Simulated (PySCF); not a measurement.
**Run report: C2H7ClSi2, NMR shielding calculation**

System: C2H7ClSi2.
Method: GIAO BHandHLYP/pcSseg-2 NMR shielding, non-relativistic, gas phase (PySCF 2.14.0).

The geometry comes from this level: PBE0-D3(BJ)/def2-SVP. Figures and captions count atoms from 1; the log counts them from 0 in places.

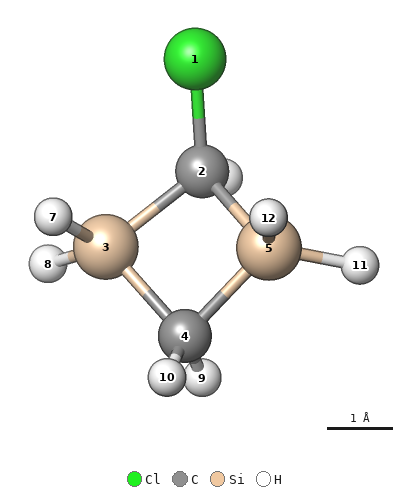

*The input geometry (ball-and-stick view, seen at a tilt; atoms are numbered from 1 in the order of the input).*

Bond lengths as drawn: C–Cl 1.78 Å, C–H 1.10 Å, C–Si 1.90 to 1.91 Å and H–Si 1.49 Å.

**Input**
```
{"job": {"kind": "nmr", "xc": "BHandHLYP", "basis": "pcSseg-2", "pop": false}, "charge": 0, "multiplicity": 1}
Cl     1.599403    -2.405579     0.302366
C      0.866429    -0.922632    -0.349840
Si     0.916098     0.711875     0.643267
C     -0.818814     1.128150    -0.020671
Si    -1.034566    -0.721189    -0.414453
H      1.285517    -0.745622    -1.355612
H      0.893233     0.440748     2.109986
H      2.025735     1.658703     0.316138
H     -0.773587     1.741446    -0.935551
H     -1.532681     1.588732     0.676625
H     -1.703555    -1.083781    -1.701187
H     -1.677198    -1.453548     0.715239
```

The first line tells a small driver script what to run in PySCF; the rest is the geometry in Å.

Run on 1 CPU thread, shared host.

Launched with:
```bash
OMP_NUM_THREADS=1 python <driver script> task.json out
```

**Log**
```
coarse grid: 11384 points
cycle   1  E = -1119.5879113708  dE =  3.509e-01  |g| = 3.462e-01  |ddm| = 2.466e+00
cycle   2  E = -1119.6074666031  dE = -1.956e-02  |g| = 2.455e-01  |ddm| = 4.705e-01
cycle   3  E = -1119.6213304818  dE = -1.386e-02  |g| = 5.199e-02  |ddm| = 2.191e-01
cycle   4  E = -1119.6219868014  dE = -6.563e-04  |g| = 2.079e-02  |ddm| = 5.626e-02
cycle   5  E = -1119.6220901999  dE = -1.034e-04  |g| = 4.348e-03  |ddm| = 1.822e-02
cycle   6  E = -1119.6220944130  dE = -4.213e-06  |g| = 1.746e-03  |ddm| = 4.481e-03
final grid: 95624 points
cycle   7  E = -1119.6305417319  dE = -1.577e-05  |g| = 3.626e-03  |ddm| = 1.717e-02
cycle   8  E = -1119.6305409393  dE =  7.926e-07  |g| = 4.028e-03  |ddm| = 5.947e-03
cycle   9  E = -1119.6305450155  dE = -4.076e-06  |g| = 2.247e-04  |ddm| = 3.311e-03
cycle  10  E = -1119.6305450233  dE = -7.792e-09  |g| = 1.241e-04  |ddm| = 2.556e-04
cycle  11  E = -1119.6305450272  dE = -3.879e-09  |g| = 2.943e-05  |ddm| = 1.184e-04
cycle  12  E = -1119.6305450274  dE = -2.424e-10  |g| = 4.319e-06  |ddm| = 3.407e-05
```

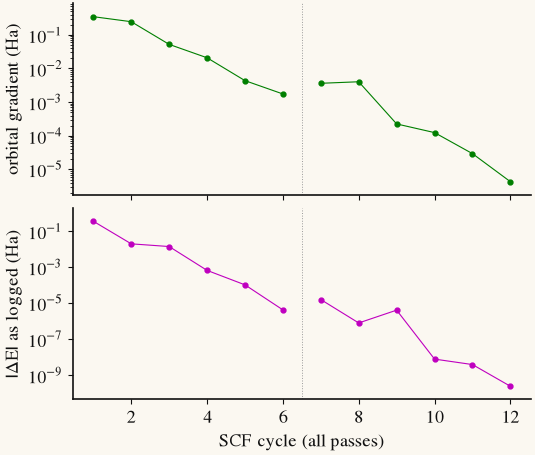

*Convergence of the self-consistent field: orbital gradient and size of the energy change against the SCF cycle. The dotted line marks the change from a coarse to the final integration grid.*

The first 6 cycles use a coarse grid, the final grid takes over at cycle 7, and the field converges after 12 cycles in all.

```
converged SCF energy = -1119.6305450274

GIAO shielding tensors (ppm)
atom      isotropic    diamagn.    paramagn.     s11        s22        s33       span
  0 Cl     890.535    1145.461    -254.927    782.887    789.526   1099.190    316.303
  1 C      155.169     249.471     -94.302    122.601    143.336    199.569     76.968
  2 Si     369.275     876.674    -507.399    337.548    357.231    413.047     75.499
  3 C      195.062     252.549     -57.487    184.244    196.263    204.678     20.434
  4 Si     369.260     876.666    -507.406    337.353    357.122    413.304     75.951
  5 H       28.545      30.965      -2.420     22.976     28.916     33.742     10.766
  6 H       26.937      29.243      -2.306     24.480     25.449     30.883      6.404
  7 H       26.600      28.726      -2.126     23.197     24.517     32.086      8.889
  8 H       31.243      31.401      -0.158     27.224     28.211     38.294     11.070
  9 H       31.146      30.160       0.986     26.478     27.468     39.492     13.014
 10 H       26.597      28.714      -2.117     23.193     24.515     32.085      8.892
 11 H       26.938      29.245      -2.307     24.483     25.462     30.868      6.385
```

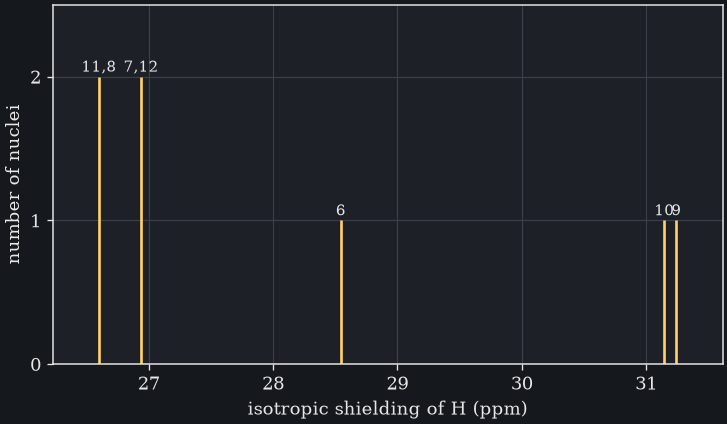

*Isotropic shieldings of the hydrogen nuclei in this fixed geometry, labelled by atom number; shielding grows to the right, so chemical shift grows to the left.*

The least shielded is H11 (26.6 ppm), the most shielded H9 (31.2 ppm).

**Results in brief**

```json
{"quantity": "outcome", "value": "converged"}
{"quantity": "total energy", "value": "−1119.630545 hartree"}
{"quantity": "HOMO", "value": "−8.57 eV"}
{"quantity": "LUMO", "value": "0.31 eV"}
{"quantity": "dipole moment", "value": "2.57 D"}
{"quantity": "isotropic shielding, Cl", "value": "890.5 ppm"}
{"quantity": "isotropic shielding, C", "value": "155.2 to 195.1 ppm"}
{"quantity": "isotropic shielding, Si", "value": "369.3 ppm"}
{"quantity": "isotropic shielding, H", "value": "26.6 to 31.2 ppm"}
{"quantity": "wall time", "value": "68 s"}
{"quantity": "peak memory", "value": "1.1 GiB"}
```
